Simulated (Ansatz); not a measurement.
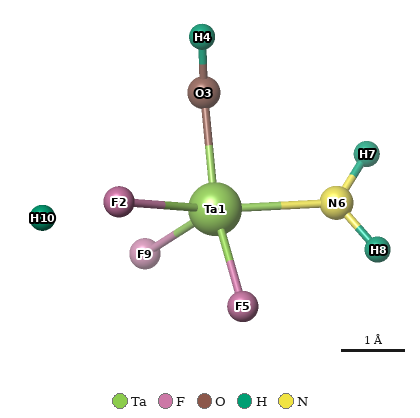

*The structure as given in the input (ball-and-stick view, seen at a tilt; atoms are numbered from 1 in the order of the input). Sticks mark near contacts.*

Bond lengths as drawn: F–Ta 1.90 to 2.08 Å, H–N 1.02 to 1.03 Å, H–O 0.97 Å, N–Ta 1.99 Å and O–Ta 1.89 Å.

**Run report: TaNH₄OF₃, frequency calculation**

- system: TaNH₄OF₃, multiplicity 2
- method: UKS PBE/def2-SVP (Ansatz 0.2.0)

It belongs to a series of runs on one base structure; here: vibrations at the highest image of the band. Figures and captions count atoms from 1; the log counts them from 0 in places.

Input
```yaml
crystal:
  periodic: [false, false, false]
  atoms:
    - { symbol: Ta, position_ang: [0.07821, 0.199971, -0.014533] }
    - { symbol: F, position_ang: [2.098928, -0.278591, 0.125097] }
    - { symbol: O, position_ang: [-0.010629, 0.001234, 1.866202] }
    - { symbol: H, position_ang: [0.306279, 0.220601, 2.755256] }
    - { symbol: F, position_ang: [0.638948, 1.059544, -1.614906] }
    - { symbol: "N", position_ang: [-1.349804, 1.589207, 0.027097] }
    - { symbol: H, position_ang: [-1.991808, 1.771404, 0.804212] }
    - { symbol: H, position_ang: [-1.534005, 2.231108, -0.750919] }
    - { symbol: F, position_ang: [-0.395762, -1.519258, -0.66289] }
    - { symbol: H, position_ang: [2.749942, -1.334321, -0.087512] }
magnetization:
  spin_polarized: true
  initial_magnetization: 1
basis:
  gaussian: { orbitals: def2-SVP }
hamiltonian:
  xc: pbe
phonons: {}
```

Machine: 4 threads of AMD EPYC (Zen 5), 32 GiB of memory available, shared host.

Launch command:
```bash
ansatz run input.yaml --threads 4 --pin off --max-ram 5120MiB --backend cpu --events-out ev --progress --plain --runs-dir out
```

Output
```
Engine: ansatz 0.2.0, x86_64-unknown-linux-gnu
Functional definition: PBE
  parameter kappa = 0.804
  parameter beta = 0.06672455060314922
  exchange = pbe_x(kappa = kappa, mu = beta*pi^2/3)
  correlation = pbe_c(beta = beta)
1295 factors; their error is unknown
mean field evaluation 1: about -13271.9680 eV, gradient 6.9e1 eV
mean field evaluation 2: about -13101.9871 eV, gradient 1.9e2 eV
mean field evaluation 4: about -13288.1158 eV, gradient 2.1e1 eV
mean field evaluation 8: about -13289.6075 eV, gradient 1.5e0 eV
mean field evaluation 16: about -13289.5513 eV, gradient 2.6e-3 eV
mean field -13289.55127660 eV, -488.3820014338 hartree, gradient 6.3e-6 eV, S^2 0.754735; 1 other end points of the search recorded, 0 dependent functions left out
the calculation of the forces begins
reference -13289.55134270 eV, -488.3820038629 hartree; 30, 29 occupied and 92, 93 virtual orbitals, 1295 factors
these checks for a lower state are left out or cut short: stability, starts, cluster_reference, orbital_swaps, neighbouring_geometries, increment
1295 factors; their error is unknown
mean field evaluation 32: about -13289.6158 eV, gradient 1.7e0 eV
mean field -13289.55118332 eV, -488.3819980058 hartree, gradient 2.1e-6 eV, S^2 0.754717; 0 other end points of the search recorded, 0 dependent functions left out
[... from here on the field's lines of each further geometry are left out, up to the last ...]
the calculation of the forces begins
reference -13289.55134161 eV, -488.3820038229 hartree; 30, 29 occupied and 92, 93 virtual orbitals, 1295 factors
these checks for a lower state are left out or cut short: stability, starts, cluster_reference, orbital_swaps, neighbouring_geometries, increment
1295 factors; their error is unknown
mean field evaluation 416: about -13289.6161 eV, gradient 1.5e-1 eV
mean field -13289.55127634 eV, -488.3820014241 hartree, gradient 2.6e-6 eV, S^2 0.754737; 0 other end points of the search recorded, 0 dependent functions left out
the calculation of the forces begins
reference -13289.55134244 eV, -488.3820038532 hartree; 30, 29 occupied and 92, 93 virtual orbitals, 1295 factors
WARN: phonons: modes at or below zero, which the zero-point energy, F, S and C_V leave out: 1, the lowest at -1030.39 cm⁻¹. A minimum has none, and a first-order saddle one
Total energy: -13289.55134270 eV, -488.3820038629 hartree
Atom 0 at     0.078210     0.199971    -0.014533 Å, force    -0.000437     0.003672    -0.004940 eV/Å
Atom 1 at     2.098928    -0.278591     0.125097 Å, force     0.001406     0.000323     0.001011 eV/Å
Atom 2 at    -0.010629     0.001234     1.866202 Å, force    -0.010960    -0.006296     0.006642 eV/Å
Atom 3 at     0.306279     0.220601     2.755256 Å, force     0.008209     0.004746    -0.002732 eV/Å
Atom 4 at     0.638948     1.059544    -1.614906 Å, force     0.001343     0.000096     0.000755 eV/Å
Atom 5 at    -1.349804     1.589207     0.027097 Å, force    -0.000737     0.001569    -0.001696 eV/Å
Atom 6 at    -1.991808     1.771404     0.804212 Å, force     0.000433    -0.001224     0.000948 eV/Å
Atom 7 at    -1.534005     2.231108    -0.750919 Å, force     0.000225    -0.001074     0.001006 eV/Å
Atom 8 at    -0.395762    -1.519258    -0.662890 Å, force     0.000423    -0.000807    -0.000830 eV/Å
Atom 9 at     2.749942    -1.334321    -0.087512 Å, force     0.000094    -0.001005    -0.000164 eV/Å
Dipole moment:    -0.320428     0.389856     0.637182 e Å
Vibrations: -1030.39 56.24 147.48 151.02 163.80 175.36 179.24 220.64 301.73 366.68 420.02 443.51 463.93 483.11 572.36 601.97 644.54 669.70 687.11 728.71 1452.79 3471.56 3573.29 3832.46 cm⁻¹, zero-point energy 1.227894 eV
```

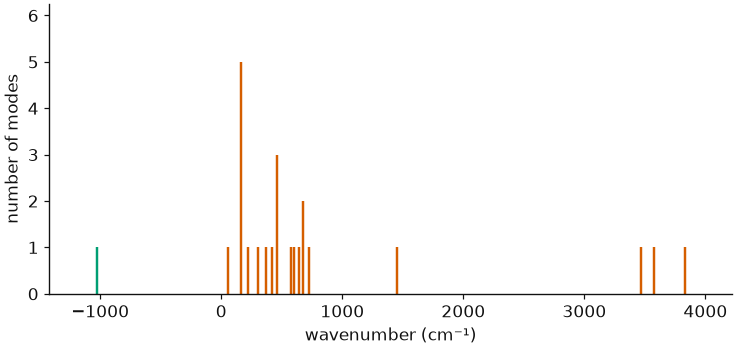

*Harmonic vibrational wavenumbers from the force constants; neighbouring modes closer than 22 cm⁻¹ are counted in one stick, and imaginary ones are drawn at negative wavenumbers.*

24 modes from 1030i to 3832 cm⁻¹, 1 imaginary beyond 8i (1030i cm⁻¹): a first-order saddle point, if the geometry is stationary.

Results in brief

```csv
quantity,value
outcome,converged
total energy,−13289.5513 eV
mean-field energy,−13289.5513 eV
⟨S²⟩,0.755
largest force (length of the vector),0.014 eV/Å
wall time,41 s (CPU time 2.5 min)
peak memory,0.23 GiB
```
